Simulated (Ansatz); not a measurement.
# H7NOSSi2: two geometries relaxed

Are the two ends of the inversion of the pyramid at N1 separate minima, and which lies lower? Each is relaxed from a guess. SMILES of the start: N[SiH2][SiH](O)S.

Method: RKS B3LYP/6-31G, in Ansatz 0.2.0.

**1. The structure to begin with**

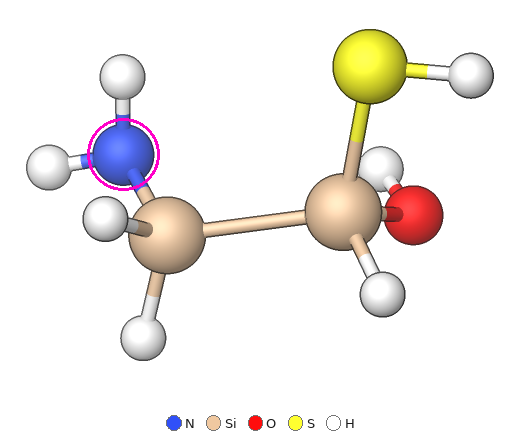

The starting structure, seen from a chosen angle (nitrogen blue, silicon light orange, oxygen red, sulfur yellow, hydrogen white). Ringed: N1.

As a file:

```xyz
12

N    -1.7661   -0.6358    0.9153
Si   -0.1255   -0.7038    1.1236
Si    1.0506    0.1930   -0.7079
O     0.6154   -0.4538   -2.1268
S     0.7029    2.2890   -0.8705
H    -2.0978    0.4023    0.9618
H    -2.2501   -1.0531    1.6868
H     0.1971    0.0423    2.3771
H     0.1728   -2.1239    1.3532
H     2.5472   -0.0213   -0.5390
H    -0.4350   -0.4888   -2.2072
H     1.4654    2.4989   -1.9325
```

**2. Relaxing end A**

File input.yaml:

```yaml
crystal:
  periodic: [false, false, false]
  atoms:
    - { symbol: "N", position_ang: [-1.7661, -0.6358, 0.9153] }
    - { symbol: Si, position_ang: [-0.1255, -0.7038, 1.1236] }
    - { symbol: Si, position_ang: [1.0506, 0.193, -0.7079] }
    - { symbol: O, position_ang: [0.6154, -0.4538, -2.1268] }
    - { symbol: S, position_ang: [0.7029, 2.289, -0.8705] }
    - { symbol: H, position_ang: [-2.0978, 0.4023, 0.9618] }
    - { symbol: H, position_ang: [-2.2501, -1.0531, 1.6868] }
    - { symbol: H, position_ang: [0.1971, 0.0423, 2.3771] }
    - { symbol: H, position_ang: [0.1728, -2.1239, 1.3532] }
    - { symbol: H, position_ang: [2.5472, -0.0213, -0.539] }
    - { symbol: H, position_ang: [-0.435, -0.4888, -2.2072] }
    - { symbol: H, position_ang: [1.4654, 2.4989, -1.9325] }
basis:
  gaussian: { orbitals: "6-31G" }
hamiltonian:
  xc: b3lyp
relax:
  f_tol: 0.015
  max_steps: 40
```

Started as:

```
ansatz run input.yaml --threads 1 --pin off --max-ram 2048MiB --backend cpu --events-out ev --progress --plain --runs-dir out
```

Output, cut to the lines that bear on the results:

```text
Warning: RAYON_NUM_THREADS=1 ignored (pool sized by the plan → 1); use --threads N
[...]
Functional definition: B3LYP
[...]
916 factors; integrals over basis functions are off by at most 1.7e-4 eV
[...]
mean field -30238.70846310 eV, -1111.2520394863 hartree, gradient 6.5e-5 eV, S^2 0.000000; 0 other end points of the search recorded, 0 dependent functions left out
[...]
reference -30238.70874265 eV, -1111.2520497595 hartree; 33, 33 occupied and 38, 38 virtual orbitals, 916 factors
relax step   1: F+E_penalty+E_count = -30238.70846310 eV  Δ(F+E_penalty+E_count) = +0.000e0 eV  max|allowed force component| = 4.788e0 eV/Å  Δτ_max = 0.0000 Å  (26 SCF iters, accepted)
[...]
relax step   7: F+E_penalty+E_count = -30240.21479452 eV  Δ(F+E_penalty+E_count) = -1.497e-3 eV  max|allowed force component| = 3.825e-2 eV/Å  Δτ_max = 0.0696 Å  (30 SCF iters, accepted)
[...]
relax step   8: F+E_penalty+E_count = -30240.21522074 eV  Δ(F+E_penalty+E_count) = -4.262e-4 eV  max|allowed force component| = 1.278e-2 eV/Å  Δτ_max = 0.0204 Å  (24 SCF iters, accepted)
916 factors; integrals over basis functions are off by at most 1.8e-4 eV
mean field -30240.21522074 eV, -1111.3074118081 hartree, gradient 2.2e-5 eV, S^2 0.000000; 1 other end points of the search recorded, 0 dependent functions left out
[...]
reference -30240.21551007 eV, -1111.3074224409 hartree; 33, 33 occupied and 38, 38 virtual orbitals, 916 factors
Total energy: -30240.21551007 eV, -1111.3074224409 hartree
Atom 0 at    -1.769383    -0.397653     1.033953 Å, force    -0.000811     0.001930    -0.005626 eV/Å
Atom 1 at    -0.032680    -0.653700     1.278075 Å, force     0.003512    -0.004638     0.005528 eV/Å
Atom 2 at     1.084916     0.157238    -0.654896 Å, force     0.008017    -0.002200     0.004224 eV/Å
Atom 3 at     0.536086    -0.669241    -2.081835 Å, force    -0.008555    -0.005317    -0.012782 eV/Å
Atom 4 at     0.630579     2.377714    -0.715159 Å, force    -0.002895     0.007536    -0.001211 eV/Å
Atom 5 at    -2.158728     0.498255     0.780210 Å, force    -0.004013     0.000237     0.002587 eV/Å
Atom 6 at    -2.453090    -1.083335     1.317097 Å, force     0.002718     0.003376     0.000905 eV/Å
Atom 7 at     0.562107    -0.020273     2.512495 Å, force    -0.002362    -0.004135    -0.001536 eV/Å
Atom 8 at     0.175231    -2.138682     1.362884 Å, force    -0.000575    -0.001500     0.006936 eV/Å
Atom 9 at     2.567047    -0.039953    -0.718935 Å, force    -0.005726     0.000324    -0.001834 eV/Å
Atom 10 at    -0.414908    -0.807185    -2.239788 Å, force     0.011137     0.004045     0.003607 eV/Å
Atom 11 at     1.349723     2.721815    -1.840201 Å, force    -0.000448     0.000343    -0.000796 eV/Å
Dipole moment:    -0.330868    -0.253675     0.164010 e Å
```

Wall time 3 min (1 thread of Intel Xeon at 2.50GHz (Skylake/Cascade Lake), shared host); peak memory 0.18 GiB.

Relaxation path:

```csv
step,energy from step 1 (eV),largest force component (eV/Å)
1,0.0000,4.7885
2,-1.1493,2.6597
3,-1.3621,1.4604
4,-1.4534,0.5889
5,-1.4851,0.3047
6,-1.5048,0.1252
7,-1.5063,0.0382
8,-1.5068,0.0128
```

Step 1 is the start.

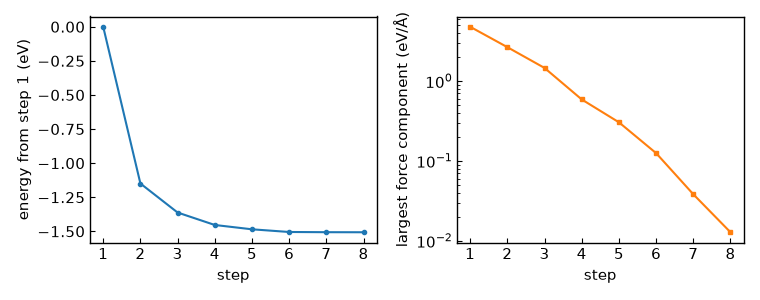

How energy and force went from step to step.

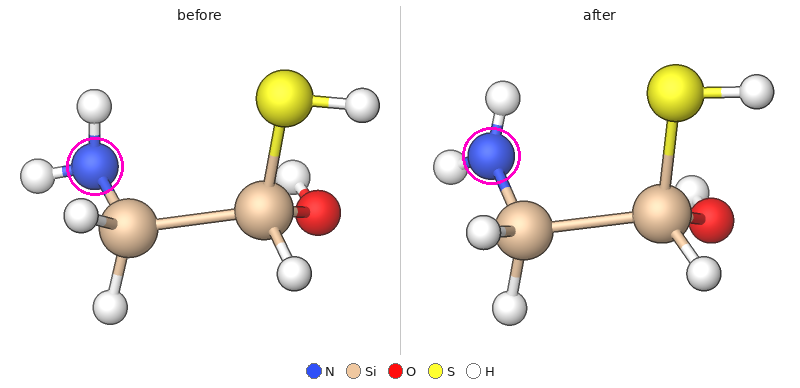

The structure before (left) and after (right), drawn at the same scale.

After: Bond lengths: N1–Si2 1.772 Å, Si2–Si3 2.376 Å, Si3–O4 1.738 Å, Si3–S5 2.267 Å, N1–H6 1.009 Å, N1–H7 1.009 Å, Si2–H8 1.510 Å, Si2–H9 1.502 Å, Si3–H10 1.497 Å, O4–H11 0.974 Å, S5–H12 1.379 Å. Angles (14 of 17 angles, heavy atoms first): N1–Si2–Si3 107.4°, Si2–Si3–O4 110.9°, Si2–Si3–S5 105.2°, O4–Si3–S5 112.4°, N1–Si2–H8 116.0°, N1–Si2–H9 106.6°, Si3–Si2–H8 109.7°, Si3–Si2–H9 108.6°, Si2–N1–H6 122.7°, Si2–N1–H7 121.8°, Si2–Si3–H10 117.1°, O4–Si3–H10 102.4°, S5–Si3–H10 109.0°, Si3–O4–H11 120.6°.

**3. Relaxing end B**

The second end starts from a geometry with the move made by hand.

input.yaml: that of step 2 with these lines changed.

```diff
@@ -8,4 +8,4 @@
     - { symbol: S, position_ang: [0.7029, 2.289, -0.8705] }
-    - { symbol: H, position_ang: [-2.0978, 0.4023, 0.9618] }
-    - { symbol: H, position_ang: [-2.2501, -1.0531, 1.6868] }
+    - { symbol: H, position_ang: [-1.99245, -0.28125, -0.09113] }
+    - { symbol: H, position_ang: [-2.17335, -1.55108, 0.91972] }
     - { symbol: H, position_ang: [0.1971, 0.0423, 2.3771] }
@@ -22 +22,3 @@
   max_steps: 40
+output:
+  orbitals: {}
```

Started as:

```
ansatz run input.yaml --threads 1 --pin off --max-ram 2048MiB --backend cpu --events-out ev --progress --plain --runs-dir out
```

Output, cut to the lines that bear on the results:

```text
Warning: RAYON_NUM_THREADS=1 ignored (pool sized by the plan → 1); use --threads N
[...]
[... 1 set-up line as earlier in the session ...]
[...]
917 factors; integrals over basis functions are off by at most 1.7e-4 eV
[...]
mean field -30238.49407733 eV, -1111.2441609545 hartree, gradient 8.7e-5 eV, S^2 0.000000; 0 other end points of the search recorded, 0 dependent functions left out
[...]
reference -30238.49435761 eV, -1111.2441712547 hartree; 33, 33 occupied and 38, 38 virtual orbitals, 917 factors
relax step   1: F+E_penalty+E_count = -30238.49407733 eV  Δ(F+E_penalty+E_count) = +0.000e0 eV  max|allowed force component| = 4.730e0 eV/Å  Δτ_max = 0.0000 Å  (26 SCF iters, accepted)
[...]
relax step   3: F+E_penalty+E_count = -30239.95306093 eV  Δ(F+E_penalty+E_count) = -2.236e-1 eV  max|allowed force component| = 2.018e0 eV/Å  Δτ_max = 0.1914 Å  (29 SCF iters, accepted)
[...]
Atom 2 at     1.150011     0.163082    -0.694790 Å, force     0.005120    -0.001524    -0.000519 eV/Å
Atom 3 at     0.697170    -0.683021    -2.144742 Å, force     0.000394    -0.001965    -0.002670 eV/Å
Atom 4 at     0.629593     2.368309    -0.776704 Å, force    -0.002113    -0.000844    -0.001227 eV/Å
Atom 5 at    -2.271247     0.119555     0.351601 Å, force     0.001082    -0.000546     0.000795 eV/Å
Atom 6 at    -2.393126    -1.501024     0.832761 Å, force     0.002181    -0.000784     0.001576 eV/Å
Atom 7 at     0.234621     0.032815     2.405165 Å, force    -0.000984    -0.001884     0.001486 eV/Å
Atom 8 at     0.298247    -2.158205     1.324729 Å, force    -0.001030     0.003050    -0.000214 eV/Å
Atom 9 at     2.638803     0.015306    -0.679594 Å, force    -0.000404     0.001581    -0.000004 eV/Å
Atom 10 at    -0.240332    -0.890850    -2.309549 Å, force     0.000865     0.000043     0.000677 eV/Å
Atom 11 at     1.384860     2.732977    -1.871523 Å, force    -0.002037    -0.000043     0.001896 eV/Å
Dipole moment:    -0.333140    -0.301808     0.163934 e Å
```

It took 3.7 min on 1 thread of Intel Xeon at 2.50GHz (Skylake/Cascade Lake), shared host; peak memory 0.18 GiB.

Step by step:

```csv
step,energy from step 1 (eV),largest force component (eV/Å)
1,0.0000,4.7297
2,-1.2354,2.5846
3,-1.4590,2.0178
4,-1.5726,1.2639
5,-1.6905,0.6074
6x,-1.5743,0.8671
7,-1.7191,0.0851
8,-1.7197,0.0313
9,-1.7200,0.0078
```

Step 1 is the start. 1 step was tried and not accepted (marked x).

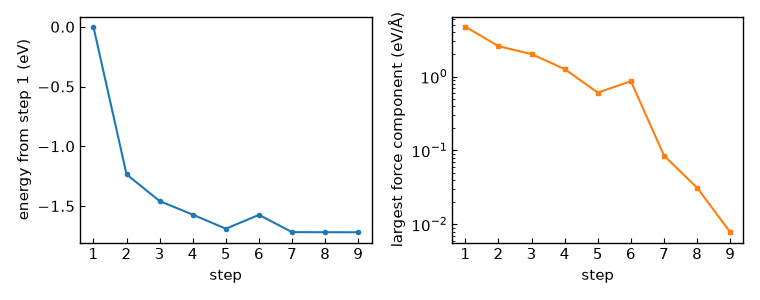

Energy and largest force along the relaxation.

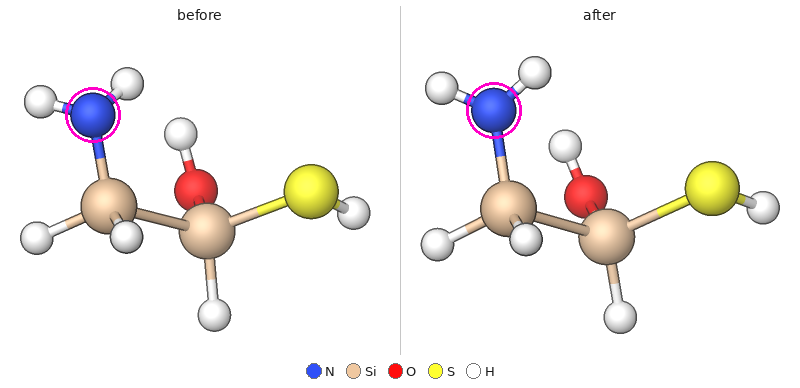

Before and after, at one scale.

After: Bond lengths: N1–Si2 1.775 Å, Si2–Si3 2.376 Å, Si3–O4 1.739 Å, Si3–S5 2.267 Å, N1–H6 1.009 Å, N1–H7 1.009 Å, Si2–H8 1.509 Å, Si2–H9 1.502 Å, Si3–H10 1.496 Å, O4–H11 0.974 Å, S5–H12 1.379 Å. Angles (14 of 17 angles, heavy atoms first): N1–Si2–Si3 106.5°, Si2–Si3–O4 109.1°, Si2–Si3–S5 105.6°, O4–Si3–S5 112.5°, N1–Si2–H8 115.9°, N1–Si2–H9 106.2°, Si3–Si2–H8 110.8°, Si3–Si2–H9 108.7°, Si2–N1–H6 122.7°, Si2–N1–H7 121.6°, Si2–Si3–H10 118.1°, O4–Si3–H10 102.7°, S5–Si3–H10 109.0°, Si3–O4–H11 119.7°.

**4. What came out**

```
                           quantity                    value
                              end A  7 moves, 1.507 eV lower
                              end B  7 moves, 1.720 eV lower
largest difference between the ends                   0.18 Å
            end B relative to end A                +0.001 eV
```

Both starts fell into the same minimum (no atom differs by more than 0.18 Å), so from this start no second minimum was found and no band was run; another arrangement could still be one. In so small a basis the energies are only a sketch.
